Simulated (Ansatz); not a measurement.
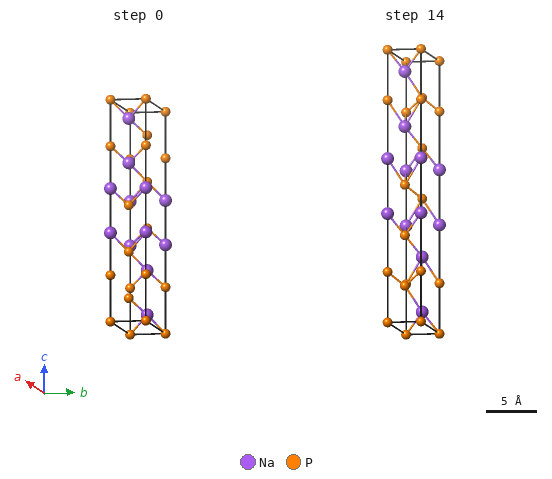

The structure of crystalline Na2P3 (built on the tetradymite_166 type) (coarse preliminary run) before (left) and after (right) a relaxation, at one scale.

The picture is a ball-and-stick view of the conventional cell (3 times the calculation's cell), seen from a free direction. Lengths and directions refer to the drawn axes.

Case: tetradymite type (R-3m, No. 166).

Computed with DFT PBE, scalar-relativistic, plane waves, PAW (Ansatz).

Input
```yaml
crystal:
  lattice:
    - [1.8050971212, 1.0421733088, 8.3675408022]
    - [-1.8050971212, 1.0421733088, 8.3675408022]
    - [0.0, -2.0843466176, 8.3675408022]
  atoms:
    - { symbol: Na, position: [0.4, 0.4, 0.4] }
    - { symbol: Na, position: [0.6, 0.6, 0.6] }
    - { symbol: P, position: [0.0, 0.0, 0.0] }
    - { symbol: P, position: [0.2095, 0.2095, 0.2095] }
    - { symbol: P, position: [0.7905, 0.7905, 0.7905] }
basis:
  ecutwfc: 420
kpoints:
  mp_grid: { grid: [6, 6, 6] }
hamiltonian:
  xc: pbe
scf:
  occupations: { method: gaussian, width: 0.1 }
  lower_state_search: "off"
output:
  forces: true
  stress: true
  eigenvalues: true
relax:
  adjacent_minimum: "off"
  f_tol: 0.04
  max_steps: 70
  cell: { stress_tol: 0.4 }
```

Run as
```bash
ansatz run input.yaml --threads 1 --pin off --max-ram 2560MiB --backend cpu --events-out ev --progress --plain --runs-dir out
```

### Summarise the run.

Over 12 accepted moves (14 points after the start) the energy falls by 969 meV per atom. The largest force component goes from 4.6 to 0.0057 eV/Å. Pressure: 6.17 GPa at the start and 0.01 GPa at the end. At 2 points the geometry stayed and the basis and grid were re-selected for the new cell (energy shift of 7.1 meV per atom at most each time). The largest moves relative to the cell, 0.75 Å, are those of P4 and P5. P5 goes along +c. By element the largest moves are P 0.75 Å, Na 0.03 Å. Cell: a = b 3.610 → 3.401 Å (−5.8 %), c 25.103 → 30.839 Å (+22.9 %). Volume +9.0 %. Near-neighbour distances that change, for instance: P4–P5 2.995 → 2.268 Å, Na1–P5 2.531 → 3.215 Å, Na1–P3 2.673 → 2.822 Å. New bonds form: P4–P5 (2.99 → 2.27 Å). Bond angles that change, for instance: Na2–P4–Na2 91.0° → 63.9°, P4–Na2–P4 91.0° → 63.9°, P3–Na2–P4 91.9° → 110.9°. The space group stays R-3m (No. 166).
